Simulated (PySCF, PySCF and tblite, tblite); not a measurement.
# C4H6O2: conformers and averaged spectra

Which conformers does C4H6O2 (`O=C(O)C1CC1`) populate, and what do their averaged NMR parameters look like?

Computed with tblite 0.8.0 (tight binding) and PySCF 2.14.0 (DFT, with response routines of our own); each step states its level. Atoms count from 0 throughout.

## 1. The molecule as given

12 atoms, charge 0, multiplicity 1; geometry from: MMFF94s geometry.

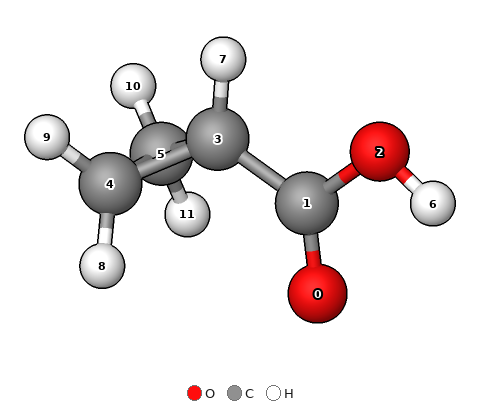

The starting geometry (oxygen red, carbon grey, hydrogen white), atoms numbered.

## 2. GFN2-xTB relaxation, conformer 1

Job settings and geometry (Å):

```
{"job": {"xc": "GFN2-xTB", "basis": "xTB", "kind": "relax"}, "charge": 0, "multiplicity": 1}
O      1.539000    -0.178700    -1.309100
C      1.293200     0.022300    -0.136300
O      2.293200     0.196300     0.774500
C     -0.050500     0.086700     0.466200
C     -1.160300    -0.806100    -0.037500
C     -1.208800     0.674800    -0.298700
H      3.100200     0.136200     0.229100
H     -0.041300     0.265800     1.550000
H     -0.945100    -1.456800    -0.887400
H     -1.858000    -1.222400     0.679200
H     -1.931800     1.263100     0.251100
H     -1.028500     1.018100    -1.307000
```

The run is started by

```bash
> OMP_NUM_THREADS=1 python ens_run.py task.json out
```

The driver reads the study from task.json and runs its stages one after another.

The program printed:

```text
step      E/eV     max force
  0    -537.14031    1.157
  1    -537.17314    0.931
  2    -537.18458    0.595
  3    -537.19168    0.287
  4    -537.19774    0.308
  5    -537.20240    0.279
  6    -537.20769    0.171
  7    -537.21017    0.098
  8    -537.21108    0.065
  9    -537.21148    0.057
 10    -537.21179    0.044
 11    -537.21198    0.040
 12    -537.21198    0.040
 13    -537.21206    0.031
 14    -537.21224    0.047
 15    -537.21230    0.050
 16    -537.21239    0.037
 17    -537.21256    0.042
 18    -537.21264    0.034
 19    -537.21273    0.031
 20    -537.21279    0.029
 21    -537.21286    0.032
 22    -537.21294    0.032
 23    -537.21303    0.024
 24    -537.21308    0.017
 25    -537.21311    0.011
 26    -537.21312    0.010
 27    -537.21312    0.006
 28    -537.21312    0.005
 29    -537.21313    0.004
 30    -537.21313    0.004
 31    -537.21313    0.004
```

Run time: 0.14 s. Hardware: 1 thread of Arm Neoverse V1, shared host.

The energy fell by 0.073 eV, and the atoms moved 0.04 Å (root mean square).

**GFN2-xTB relaxation, conformer 2**

Job settings and geometry (Å):

```
{"job": {"xc": "GFN2-xTB", "basis": "xTB", "kind": "relax"}, "charge": 0, "multiplicity": 1}
O      1.748400    -1.460900     0.558100
C      1.268700    -0.450200     0.037900
O      2.003800     0.666800    -0.108800
C     -0.100300    -0.352200    -0.488600
C     -0.941700     0.876900    -0.271800
C     -1.275800    -0.376900     0.471900
H      2.866300     0.447200     0.269500
H     -0.229700    -0.894700    -1.407200
H     -0.510900     1.705100     0.276100
H     -1.601900     1.176800    -1.083100
H     -2.155900    -0.935000     0.179000
H     -1.069800    -0.403700     1.541000
```

The program printed:

```text
step      E/eV     max force
  0    -536.94934    2.162
  1    -536.96122    2.787
  2    -537.00401    0.349
  3    -537.00762    0.300
  4    -537.01356    0.279
  5    -537.01574    0.237
  6    -537.01934    0.091
  7    -537.02024    0.075
  8    -537.02070    0.061
  9    -537.02104    0.052
 10    -537.02142    0.052
 11    -537.02183    0.071
 12    -537.02238    0.081
 13    -537.02308    0.072
 14    -537.02382    0.079
 15    -537.02447    0.071
 16    -537.02510    0.081
 17    -537.02591    0.101
 18    -537.02709    0.110
 19    -537.02856    0.119
 20    -537.02997    0.101
 21    -537.03098    0.093
 22    -537.03166    0.079
 23    -537.03245    0.090
 24    -537.03363    0.108
 25    -537.03524    0.132
 26    -537.03709    0.145
 27    -537.03916    0.154
 28    -537.04145    0.151
 29    -537.04377    0.241
 30    -537.04733    0.391
 31    -537.05221    0.395
 32    -537.05942    0.355
 33    -537.06424    0.645
 34    -537.07355    0.400
 35    -537.08043    0.844
 36    -537.09719    0.443
 37    -537.11093    0.465
 38    -537.12611    0.279
 39    -537.13170    0.916
 40    -537.14320    0.221
 41    -537.14784    0.335
 42    -537.15244    0.462
 43    -537.15634    0.432
 44    -537.16183    0.366
 45    -537.16654    0.184
 46    -537.16874    0.534
 47    -537.17317    0.170
 48    -537.17532    0.114
 49    -537.17827    0.185
 50    -537.17970    0.128
 51    -537.18151    0.089
 52    -537.18219    0.069
 53    -537.18293    0.062
 54    -537.18360    0.068
 55    -537.18402    0.052
 56    -537.18418    0.033
 57    -537.18418    0.033
 58    -537.18422    0.021
 59    -537.18428    0.033
 60    -537.18433    0.038
 61    -537.18441    0.031
 62    -537.18450    0.021
 63    -537.18458    0.024
 64    -537.18468    0.034
 65    -537.18477    0.030
 66    -537.18484    0.020
 67    -537.18489    0.019
 68    -537.18493    0.018
 69    -537.18496    0.018
 70    -537.18499    0.015
 71    -537.18501    0.011
 72    -537.18502    0.012
 73    -537.18504    0.009
 74    -537.18504    0.007
 75    -537.18505    0.007
 76    -537.18505    0.006
 77    -537.18506    0.005
 78    -537.18506    0.006
 79    -537.18506    0.007
 80    -537.18507    0.005
 81    -537.18507    0.005
 82    -537.18507    0.005
 83    -537.18508    0.006
 84    -537.18508    0.007
 85    -537.18508    0.007
 86    -537.18509    0.008
 87    -537.18510    0.008
 88    -537.18510    0.006
 89    -537.18510    0.005
 90    -537.18511    0.006
 91    -537.18512    0.009
 92    -537.18512    0.008
 93    -537.18512    0.004
 94    -537.18513    0.004
```

Run time: 0.34 s. Hardware: 1 thread of Arm Neoverse V1, shared host.

The energy fell by 0.236 eV, and the atoms moved 0.60 Å (root mean square).

## 3. DFT optimisation, conformer 1: PBE0-D3(BJ)/def2-SVP

Job settings and geometry (Å):

```
{"job": {"kind": "geom", "xc": "PBE0", "basis": "def2-SVP", "d3": "d3bj", "grid": 1, "maxiter": 40}, "charge": 0, "multiplicity": 1}
O      1.460048    -0.180111    -1.325436
C      1.259809     0.013476    -0.154284
O      2.259472     0.193692     0.726317
C     -0.063172     0.084808     0.499124
C     -1.161707    -0.796969    -0.045934
C     -1.207673     0.665061    -0.297574
H      3.115567     0.141892     0.273079
H     -0.016716     0.269185     1.562965
H     -0.897395    -1.441286    -0.870229
H     -1.846906    -1.232316     0.664591
H     -1.925704     1.270008     0.233817
H     -0.974425     1.011874    -1.292463
```

The program printed:

```text
step   0  E = -305.91895915  max force = 0.010618
step   1  E = -305.91958671  max force = 0.003907
step   2  E = -305.91997612  max force = 0.003179
step   3  E = -305.92001364  max force = 0.003166
step   4  E = -305.92007115  max force = 0.002641
step   5  E = -305.92012221  max force = 0.000570
step   6  E = -305.92015436  max force = 0.000981
step   7  E = -305.92017920  max force = 0.000682
step   8  E = -305.92018679  max force = 0.000749
step   9  E = -305.92019019  max force = 0.000269
optimisation converged
```

Wall time 41 s (1 thread of Arm Neoverse V1, shared host); peak memory 0.48 GiB.

The energy fell by 0.033 eV, and the atoms moved 0.03 Å (root mean square).

## 4. DFT optimisation, conformer 2: PBE0-D3(BJ)/def2-SVP

Job settings and geometry (Å):

```
{"job": {"kind": "geom", "xc": "PBE0", "basis": "def2-SVP", "d3": "d3bj", "grid": 1, "maxiter": 40}, "charge": 0, "multiplicity": 1}
O      2.102861    -1.221376    -0.631373
C      1.283687    -0.485423    -0.142983
O      1.612214     0.424541     0.790942
C     -0.151226    -0.478848    -0.491327
C     -0.915004     0.824148    -0.486364
C     -1.178083    -0.180209     0.575224
H      2.562249     0.371983     0.974952
H     -0.395532    -1.214353    -1.246003
H     -0.366210     1.713352    -0.218764
H     -1.647621     0.968742    -1.265132
H     -2.096379    -0.745946     0.546376
H     -0.809758     0.022703     1.568426
```

The program printed:

```text
step   0  E = -305.91756674  max force = 0.010427
step   1  E = -305.91850374  max force = 0.002622
step   2  E = -305.91846033  max force = 0.003340
step   3  E = -305.91851150  max force = 0.001013
step   4  E = -305.91852194  max force = 0.000282
optimisation converged
```

Wall time 20 s (1 thread of Arm Neoverse V1, shared host); peak memory 0.48 GiB.

Gain 0.026 eV; displacement 0.02 Å root mean square.

## 5. Shieldings, conformer 1: WP04/pcSseg-1 in chloroform

Job settings and geometry (Å):

```
{"job": {"xc": "WP04", "basis": "pcSseg-1", "solvent": "chloroform", "kind": "nmr", "pop": true}, "charge": 0, "multiplicity": 1}
O      1.398217    -0.436630    -1.295815
C      1.228407    -0.278003    -0.112293
O      2.220437    -0.390103     0.780413
C     -0.066670     0.057659     0.523336
C     -1.308848    -0.494428    -0.134220
C     -0.997669     0.950111    -0.263882
H      3.016889    -0.609524     0.272413
H     -0.046193     0.151550     1.610454
H     -1.145292    -1.127355    -1.009965
H     -2.120550    -0.804880     0.527782
H     -1.585602     1.675112     0.303745
H     -0.620731     1.298522    -1.228648
```

The program printed:

```text
coarse grid: 10240 points
cycle   1  E = -312.8698161104  dE =  1.030e+00  |g| = 1.295e+00  |ddm| = 3.107e+00
cycle   2  E = -312.2289742466  dE =  6.408e-01  |g| = 2.220e+00  |ddm| = 2.245e+00
cycle   3  E = -313.1215925153  dE = -8.926e-01  |g| = 4.449e-01  |ddm| = 1.739e+00
cycle   4  E = -313.1576639824  dE = -3.607e-02  |g| = 1.344e-01  |ddm| = 3.302e-01
cycle   5  E = -313.1602011100  dE = -2.537e-03  |g| = 4.713e-02  |ddm| = 8.583e-02
cycle   6  E = -313.1606789110  dE = -4.778e-04  |g| = 8.605e-03  |ddm| = 3.895e-02
cycle   7  E = -313.1606927759  dE = -1.386e-05  |g| = 2.974e-03  |ddm| = 7.468e-03
cycle   8  E = -313.1606946892  dE = -1.913e-06  |g| = 4.522e-04  |ddm| = 2.441e-03
final grid: 99480 points
cycle   9  E = -313.2412405233  dE = -5.153e-05  |g| = 8.790e-03  |ddm| = 2.560e-02
cycle  10  E = -313.2412070246  dE =  3.350e-05  |g| = 1.579e-02  |ddm| = 1.581e-02
cycle  11  E = -313.2412561018  dE = -4.908e-05  |g| = 2.339e-03  |ddm| = 1.052e-02
cycle  12  E = -313.2412571364  dE = -1.035e-06  |g| = 3.935e-04  |ddm| = 1.590e-03
cycle  13  E = -313.2412571558  dE = -1.946e-08  |g| = 2.163e-04  |ddm| = 3.299e-04
cycle  14  E = -313.2412571639  dE = -8.044e-09  |g| = 3.940e-05  |ddm| = 1.325e-04
cycle  15  E = -313.2412571642  dE = -2.948e-10  |g| = 1.089e-05  |ddm| = 3.350e-05
converged SCF energy = -313.2412571642

GIAO shielding tensors (ppm)
atom      isotropic    diamagn.    paramagn.     s11        s22        s33       span
  0 O      -46.272     406.668    -452.940   -254.912   -173.525    289.621    544.534
  1 C      -10.948     250.782    -261.731   -108.538     13.543     62.150    170.689
  2 O      108.900     393.753    -284.853    -55.431    142.551    239.580    295.011
  3 C      156.879     253.171     -96.291    118.958    139.658    212.022     93.064
  4 C      158.226     253.024     -94.798    129.161    157.680    187.839     58.678
  5 C      158.038     252.993     -94.955    128.796    157.622    187.698     58.902
  6 H       25.022      29.228      -4.206     20.108     21.500     33.459     13.351
  7 H       29.909      31.952      -2.043     23.473     28.679     37.576     14.102
  8 H       30.455      31.238      -0.783     25.321     28.319     37.725     12.405
  9 H       30.450      29.785       0.665     25.347     26.523     39.481     14.134
 10 H       30.437      29.790       0.648     25.350     26.502     39.460     14.109
 11 H       30.482      31.240      -0.758     25.360     28.345     37.741     12.381
```

Wall time 14 s (1 thread of Arm Neoverse V1, shared host); peak memory 0.71 GiB.

Key values: HOMO -9.36 eV, LUMO -2.19 eV; dipole 2.01 D.

The fields below are evaluated on a grid from the run's orbitals.

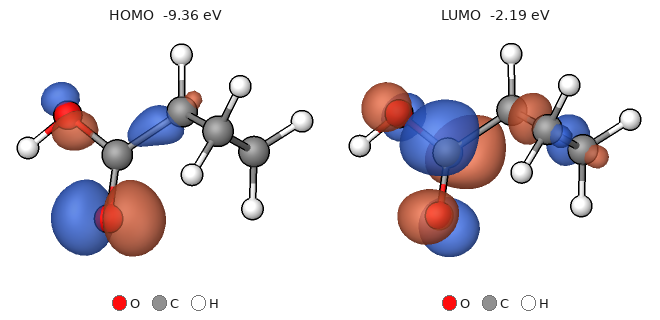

WP04/pcSseg-1 orbitals near the gap, drawn at the value that encloses 70 % of each; the two colours are the two signs.

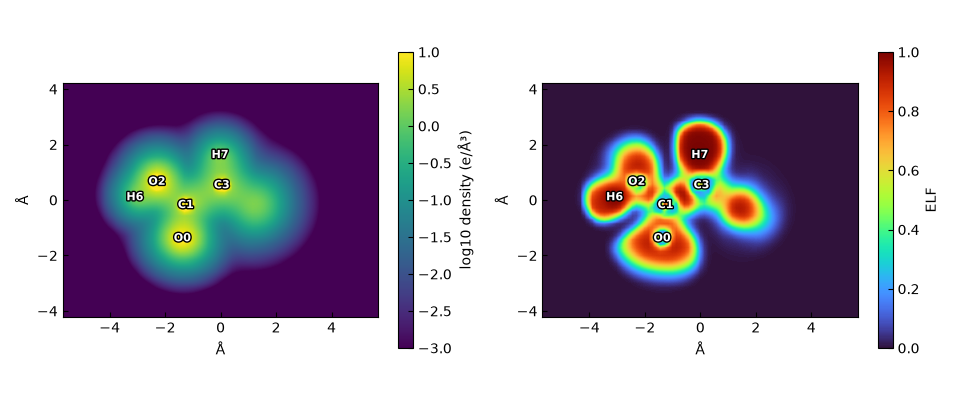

Density (left) and ELF (right) in a plane through or near 6 of the atoms.

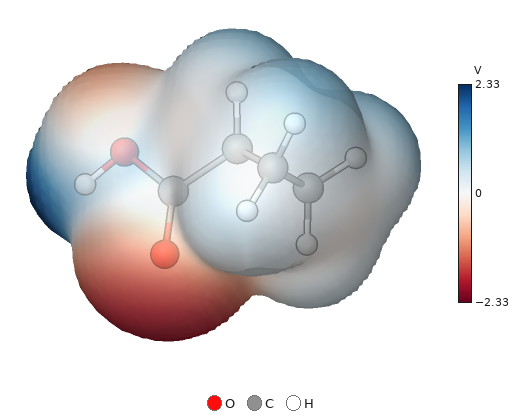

Electrostatic potential on the surface of density 0.002 e/bohr³; red is low, blue high. It runs, from the 1st to the 99th percentile, from -1.89 V near O0 to 2.33 V near H6.

[end of part 1 of 2]
